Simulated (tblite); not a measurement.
Run report: C5H6F3, geometry relaxation (part 1 of 2)

System: C5H6F3, multiplicity 2.
Method: GFN2-xTB geometry optimisation, gas phase (tblite 0.8.0).

It belongs to a series of runs on one base structure; here: H removed from sp3 C.

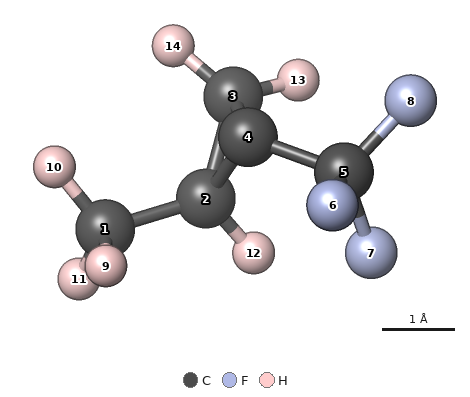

The starting structure (ball-and-stick view, seen at a tilt; atoms are numbered from 1 in the order of the input).

## Key numbers

- outcome: converged
- total energy: −758.2012 eV
- hardware: 1 CPU thread, shared host
- wall time: 0.56 s
- peak memory: 0.18 GiB

## The input
```
{"job": {"kind": "relax", "xc": "GFN2-xTB", "basis": "xTB"}, "charge": 0, "multiplicity": 2}
C     -1.696300    -0.844200     0.048400
C     -0.568500     0.024900    -0.423800
C     -0.229800     1.328900     0.215200
C      0.532700     0.135600     0.643800
C      1.905100    -0.182600     0.114100
F      2.322700    -1.345700     0.712100
F      1.815100    -0.474000    -1.259400
F      2.745300     0.879000     0.328000
H     -1.271100    -1.823800     0.351900
H     -2.208700    -0.438900     0.966900
H     -2.436500    -0.978800    -0.781700
H     -0.231000    -0.114900    -1.460600
H      0.327600     2.072500    -0.357700
H     -1.007400     1.761500     0.880800
```

The first line tells a small driver script what to run in tblite; the rest is the geometry in Å.

Launch command:
```bash
OMP_NUM_THREADS=1 python <driver script> task.json out
```

## The program's output
```
step      E/eV     max force
  0    -757.42482    2.543
  1    -757.71162    1.394
  2    -757.85819    0.666
  3    -757.88597    0.575
  4    -757.94885    0.522
  5    -757.97889    0.504
  6    -758.01572    0.579
  7    -758.04290    0.500
  8    -758.06808    0.375
  9    -758.08527    0.282
 10    -758.09764    0.265
 11    -758.10859    0.310
 12    -758.12048    0.267
 13    -758.13018    0.223
 14    -758.13621    0.220
 15    -758.14000    0.181
 16    -758.14276    0.128
 17    -758.14473    0.099
 18    -758.14629    0.096
 19    -758.14801    0.150
 20    -758.15018    0.161
 21    -758.15232    0.113
 22    -758.15386    0.111
 23    -758.15507    0.119
 24    -758.15660    0.126
 25    -758.15882    0.166
 26    -758.16126    0.151
 27    -758.16314    0.119
 28    -758.16441    0.084
 29    -758.16539    0.072
 30    -758.16640    0.091
 31    -758.16746    0.087
 32    -758.16848    0.072
 33    -758.16958    0.083
 34    -758.17086    0.080
 35    -758.17225    0.103
 36    -758.17361    0.093
 37    -758.17497    0.091
 38    -758.17656    0.101
 39    -758.17866    0.125
 40    -758.18145    0.156
 41    -758.18478    0.142
 42    -758.18765    0.158
 43    -758.17861    0.467
 44    -758.18998    0.096
 45    -758.19061    0.073
 46    -758.19130    0.044
 47    -758.19146    0.043
 48    -758.19203    0.042
 49    -758.19229    0.039
 50    -758.19268    0.047
 51    -758.19299    0.048
 52    -758.19335    0.048
 53    -758.19366    0.042
 54    -758.19391    0.032
 55    -758.19408    0.036
 56    -758.19423    0.028
 57    -758.19434    0.019
 58    -758.19441    0.016
 59    -758.19445    0.014
 60    -758.19449    0.014
 61    -758.19452    0.013
 62    -758.19455    0.013
 63    -758.19459    0.016
 64    -758.19463    0.019
 65    -758.19470    0.019
 66    -758.19478    0.024
 67    -758.19488    0.029
 68    -758.19502    0.032
 69    -758.19520    0.034
 70    -758.19537    0.029
 71    -758.19549    0.027
 72    -758.19556    0.025
 73    -758.19563    0.021
 74    -758.19569    0.020
 75    -758.19573    0.021
 76    -758.19575    0.014
 77    -758.19577    0.011
 78    -758.19579    0.011
 79    -758.19580    0.013
 80    -758.19582    0.017
 81    -758.19586    0.018
 82    -758.19592    0.027
 83    -758.19602    0.032
 84    -758.19615    0.031
 85    -758.19628    0.039
 86    -758.19640    0.043
 87    -758.19660    0.044
 88    -758.19695    0.068
 89    -758.19748    0.079
 90    -758.19800    0.067
 91    -758.19672    0.253
 92    -758.19883    0.032
 93    -758.19907    0.028
 94    -758.19948    0.115
 95    -758.19978    0.041
 96    -758.20006    0.021
 97    -758.20040    0.057
 98    -758.20052    0.025
 99    -758.20068    0.028
100    -758.20091    0.030
101    -758.20105    0.014
102    -758.20107    0.025
103    -758.20111    0.011
104    -758.20112    0.012
105    -758.20114    0.012
106    -758.20116    0.012
107    -758.20119    0.013
108    -758.20121    0.008
```

## Trajectory as extended XYZ (Å, eV, eV/Å), 16 of the 109 frames kept, from step=0 to step=108
```
14
Properties=species:S:1:pos:R:3:forces:R:3 step=0 energy=-757.42482
C    -1.6963   -0.8442    0.0484   -1.1900  -0.2450   0.1410
C    -0.5685    0.0249   -0.4238    0.6830  -0.7070   0.9120
C    -0.2298    1.3289    0.2152   -0.4280   0.7720   0.8170
C     0.5327    0.1356    0.6438   -0.2220   0.2960  -2.5160
C     1.9051   -0.1826    0.1141   -1.0100  -0.1560   0.5330
F     2.3227   -1.3457    0.7121    0.4460   1.3370  -0.7160
F     1.8151   -0.4740   -1.2594    1.1770   0.4970   1.5740
F     2.7453    0.8790    0.3280   -0.1030  -1.5600  -0.5440
H    -1.2711   -1.8238    0.3519   -0.4520   0.4620  -0.4190
H    -2.2087   -0.4389    0.9669    0.4700  -0.2360  -1.0630
H    -2.4365   -0.9788   -0.7817    0.4860   0.0000   0.9120
H    -0.2310   -0.1149   -1.4606   -0.4370  -0.1630   0.5350
H     0.3276    2.0725   -0.3577   -0.2100   0.0050   0.2220
H    -1.0074    1.7615    0.8808    0.7890  -0.3040  -0.3880
14
Properties=species:S:1:pos:R:3:forces:R:3 step=7 energy=-758.04290
C    -1.7661   -0.8596    0.0511    0.0330   0.0900  -0.0190
C    -0.6056   -0.0008   -0.3991    0.1710  -0.2850  -0.0330
C    -0.2598    1.3551    0.2043    0.2600  -0.2600   0.1280
C     0.5421    0.1537    0.5128    0.2420   0.1430  -0.4130
C     1.9327   -0.1774    0.1167    0.1480   0.1690   0.0080
F     2.4157   -1.2632    0.7445   -0.1920  -0.0570  -0.0640
F     2.0316   -0.4378   -1.2205   -0.0380  -0.0980   0.2010
F     2.8460    0.7847    0.3338   -0.1360   0.2230   0.1410
H    -1.3737   -1.8504    0.2977   -0.1560   0.1620   0.0550
H    -2.2351   -0.4171    0.9218   -0.1100  -0.1210   0.1030
H    -2.4980   -0.9865   -0.7413   -0.0550   0.1480   0.0170
H    -0.3425   -0.1919   -1.4373   -0.0210   0.0950  -0.0500
H     0.2482    2.1366   -0.3551   -0.2140  -0.0700  -0.1310
H    -0.9362    1.7541    0.9486    0.0660  -0.1380   0.0560
14
Properties=species:S:1:pos:R:3:forces:R:3 step=14 energy=-758.13621
C    -1.7933   -0.8412    0.0624   -0.1130  -0.0590   0.0400
C    -0.6008   -0.0390   -0.4077   -0.0100  -0.0070   0.0310
C    -0.2468    1.3197    0.1835   -0.0570   0.0230   0.0630
C     0.5978    0.1516    0.4223    0.0020   0.0030  -0.1450
C     1.9983   -0.1511    0.1087    0.0460  -0.1280   0.0100
F     2.4249   -1.2423    0.7718    0.0840  -0.0520   0.0880
F     2.1918   -0.4489   -1.2051   -0.0060   0.0940  -0.0280
F     2.8685    0.8302    0.3973   -0.1000   0.0280   0.0110
H    -1.4834   -1.8547    0.3050    0.0520  -0.0560  -0.0390
H    -2.2724   -0.4255    0.9429    0.1330   0.1570   0.0770
H    -2.5403   -0.9008   -0.7240   -0.0100   0.0530  -0.0560
H    -0.4071   -0.1937   -1.4672    0.0380  -0.0020  -0.0300
H     0.1168    2.1411   -0.4249    0.0130  -0.0650  -0.0270
H    -0.8547    1.6542    1.0128   -0.0700   0.0110   0.0050
14
Properties=species:S:1:pos:R:3:forces:R:3 step=22 energy=-758.15386
C    -1.7998   -0.8330    0.0665   -0.0570  -0.0350   0.0170
C    -0.6041   -0.0570   -0.4262    0.0160   0.0120  -0.0060
C    -0.2554    1.2925    0.1824   -0.0010   0.0410  -0.0330
C     0.5991    0.1228    0.3913   -0.0210   0.0190   0.0150
C     2.0104   -0.1582    0.1123    0.0040  -0.0260   0.0200
F     2.4592   -1.2378    0.7820    0.0030   0.0050   0.0200
F     2.2444   -0.4352   -1.1992    0.0070   0.0590   0.0060
F     2.8326    0.8537    0.4340    0.0050   0.0130  -0.0160
H    -1.5149   -1.8588    0.2859   -0.0010  -0.0420   0.0100
H    -2.2065   -0.3808    0.9664   -0.0090  -0.0480   0.0270
H    -2.5670   -0.8529   -0.7025   -0.0630   0.0470   0.0400
H    -0.4251   -0.1954   -1.4894    0.0180  -0.0200  -0.0650
H     0.0842    2.1090   -0.4425    0.1030   0.0400   0.0090
H    -0.8579    1.6307    1.0170   -0.0030  -0.0650  -0.0440
14
Properties=species:S:1:pos:R:3:forces:R:3 step=29 energy=-758.16539
C    -1.8069   -0.8266    0.0697   -0.0370   0.0000   0.0330
C    -0.6054   -0.0756   -0.4584    0.0160   0.0500   0.0490
C    -0.2493    1.2726    0.1575   -0.0300   0.0320   0.0160
C     0.5905    0.0967    0.3749   -0.0270  -0.0130   0.0600
C     2.0126   -0.1516    0.1242    0.0060  -0.0230  -0.0380
F     2.4818   -1.2250    0.7896   -0.0250   0.0340  -0.0080
F     2.2736   -0.3996   -1.1868    0.0400  -0.0090  -0.0400
F     2.8008    0.8809    0.4668    0.0050   0.0060   0.0270
H    -1.5486   -1.8670    0.2582   -0.0090  -0.0020  -0.0680
H    -2.1451   -0.3854    1.0036    0.0060  -0.0370   0.0280
H    -2.6272   -0.7947   -0.6438    0.0480   0.0230  -0.0050
H    -0.4316   -0.2167   -1.5226   -0.0100  -0.0610  -0.0070
H     0.1303    2.0980   -0.4353   -0.0070  -0.0320  -0.0030
H    -0.8763    1.5935    0.9803    0.0220   0.0320  -0.0420
14
Properties=species:S:1:pos:R:3:forces:R:3 step=36 energy=-758.17361
C    -1.8152   -0.8219    0.0821    0.0220  -0.0170  -0.0330
C    -0.6051   -0.0897   -0.4551   -0.0390   0.0230   0.0140
C    -0.2433    1.2681    0.1446   -0.0360  -0.0200  -0.0460
C     0.5859    0.0876    0.3799    0.0160  -0.0090  -0.0290
C     2.0115   -0.1422    0.1232    0.0320   0.0030   0.0290
F     2.4817   -1.2150    0.7856    0.0370  -0.0170   0.0160
F     2.3089   -0.3724   -1.1844   -0.0870   0.0170   0.0120
F     2.7760    0.9006    0.4905    0.0430  -0.0030   0.0230
H    -1.5784   -1.8791    0.1888   -0.0500   0.0000  -0.0140
H    -2.1086   -0.4312    1.0545    0.0330  -0.0390  -0.0630
H    -2.6481   -0.7221   -0.6109   -0.0020   0.0230   0.0620
H    -0.4427   -0.2704   -1.5179    0.0380   0.0380   0.0760
H     0.1628    2.0794   -0.4496   -0.0460  -0.0160  -0.0290
H    -0.8861    1.6076    0.9465    0.0390   0.0180  -0.0180
14
Properties=species:S:1:pos:R:3:forces:R:3 step=43 energy=-758.17861
C    -1.8324   -0.8326    0.0953   -0.1520  -0.0390   0.0720
C    -0.5995   -0.1396   -0.4403    0.0030  -0.1070  -0.0550
C    -0.2378    1.2464    0.0774    0.0330  -0.0120   0.0220
C     0.5779    0.0764    0.4114    0.0540   0.0520  -0.0760
C     2.0159   -0.1144    0.1653   -0.0060   0.0680   0.0190
F     2.5274   -1.1929    0.7791   -0.0410  -0.0340  -0.0260
F     2.3084   -0.2703   -1.1573    0.0040   0.0200   0.1000
F     2.7464    0.9377    0.5862   -0.0340  -0.0900  -0.0830
H    -1.7335   -1.9209   -0.0411   -0.1010   0.4510   0.0640
H    -1.9514   -0.6131    1.1633   -0.0120  -0.1150  -0.3270
H    -2.7239   -0.4767   -0.4447    0.3330  -0.2080   0.2170
H    -0.4131   -0.3712   -1.4892    0.0300   0.0280   0.0550
H     0.1895    2.0051   -0.5677   -0.0070   0.0010  -0.0560
H    -0.8744    1.6655    0.8401   -0.1040  -0.0160   0.0750
14
Properties=species:S:1:pos:R:3:forces:R:3 step=50 energy=-758.19268
C    -1.8235   -0.8283    0.0937    0.0010  -0.0140  -0.0030
C    -0.5944   -0.1278   -0.4342    0.0120  -0.0350   0.0040
C    -0.2456    1.2586    0.0919    0.0160  -0.0060   0.0050
C     0.5852    0.0963    0.4110   -0.0030   0.0050  -0.0040
C     2.0166   -0.1183    0.1594   -0.0080   0.0050  -0.0130
F     2.5029   -1.2089    0.7764   -0.0160   0.0110   0.0040
F     2.2997   -0.2930   -1.1605   -0.0050  -0.0140  -0.0270
F     2.7756    0.9176    0.5570   -0.0010  -0.0240   0.0300
H    -1.7065   -1.9053   -0.0020    0.0270  -0.0160   0.0190
H    -1.9871   -0.5853    1.1402    0.0120   0.0030  -0.0150
H    -2.6992   -0.5330   -0.4803    0.0040   0.0410   0.0090
H    -0.4003   -0.3481   -1.4822    0.0000  -0.0060  -0.0060
H     0.1626    2.0219   -0.5601   -0.0210   0.0410   0.0080
H    -0.8867    1.6530    0.8676   -0.0190   0.0090  -0.0120
```
